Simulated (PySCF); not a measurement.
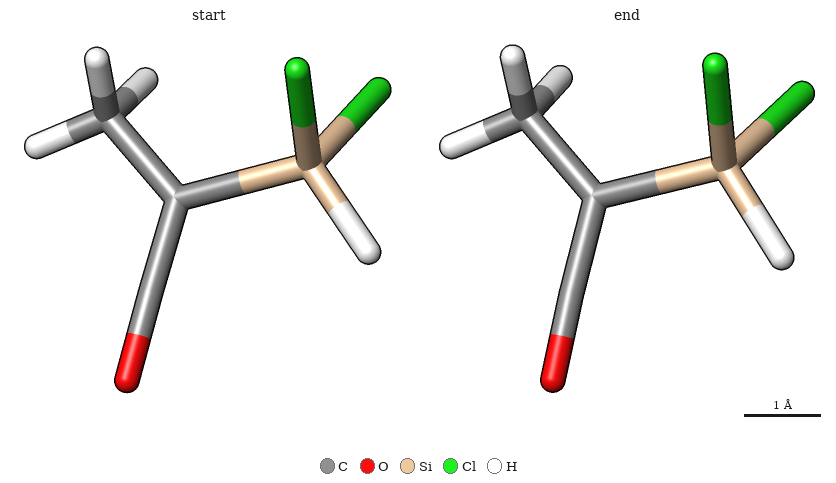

The structure of C₃H₄Cl₂OSi before (left) and after (right) a relaxation, at one scale.

Style: stick. Shown from a free direction.

The start comes from GFN2-xTB. Its atoms were then displaced at random by about 0.01 Å.

Theory: PySCF, PBE0-D3(BJ)/def2-SVP geometry optimisation, gas phase. 

**Summarise the run.**

The largest move after the best rigid fit is that of the O atom, 0.11 Å. By element the largest moves are O 0.11 Å, H 0.10 Å, Cl 0.09 Å, Si 0.04 Å, C 0.04 Å. Near-neighbour distances that change, for instance: Cl–Si 2.002 → 2.061 Å, C–H 1.048 → 1.098 Å, C–O 1.206 → 1.160 Å, C–Si 1.881 → 1.838 Å. Bond angles that change, for instance: C–C–Si 117.8° → 114.8°, H–C–H 111.2° → 108.2°, C–C–H 108.2° → 110.3°. The energy falls by 6.25 kcal/mol in 9 geometry steps. Cost: 87 s on 1 thread of Arm Neoverse V1, with other jobs on the host.
